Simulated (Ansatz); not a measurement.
# The atomisation energy (no zero-point term) down a group: B to In

One atom is swapped for its congeners: B(CH3)(NH2)2; Al(CH3)(NH2)2; Ga(CH3)(NH2)2; In(CH3)(NH2)2. All are singlets with charge 0.

Shapes, held fixed at every level: PBE0-D4/def2-TZVP. Programs: Ansatz 0.2.0. Values in eV.

```tsv
level	B(CH3)(NH2)2	Al(CH3)(NH2)2	Ga(CH3)(NH2)2	In(CH3)(NH2)2
HF/def2-SVP	32.27	28.64	26.84	24.67
PBE0-D4/def2-TZVPP	44.05	40.18	38.48	36.66
B2PLYP/def2-TZVPP	43.62	40.04	38.25	36.41
MP2/def2-SVP	41.72	37.79	36.27	34.22
CCSD/def2-TZVPP	42.06	38.72	37.16	35.27
CCSD(T)/def2-TZVPP	42.61	39.24	37.71	35.86
```

At CCSD(T)/def2-TZVPP the atomisation energy falls at every step, from 42.61 to 35.86 eV. Every level shows the same order. For atoms past krypton def2 sets carry core potentials with scalar relativity. Relativity is left out for Ga unless named. Correlated rows may include outer-core shells of Ga, In, which these sets cover unevenly. Spin-orbit coupling, which grows down the group, is left out (summed over each molecule's free atoms 0.00, 0.01, 0.07, 0.19 eV).

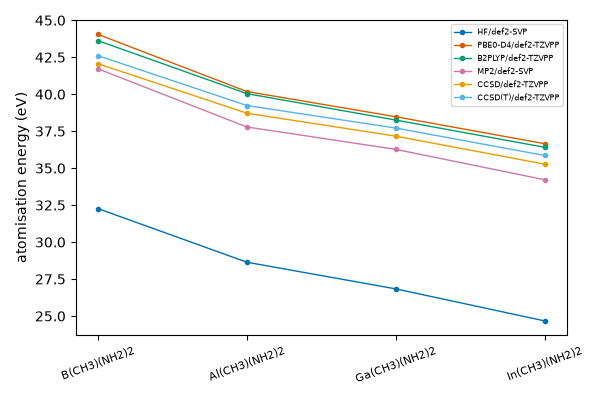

The trend along the series, level by level.
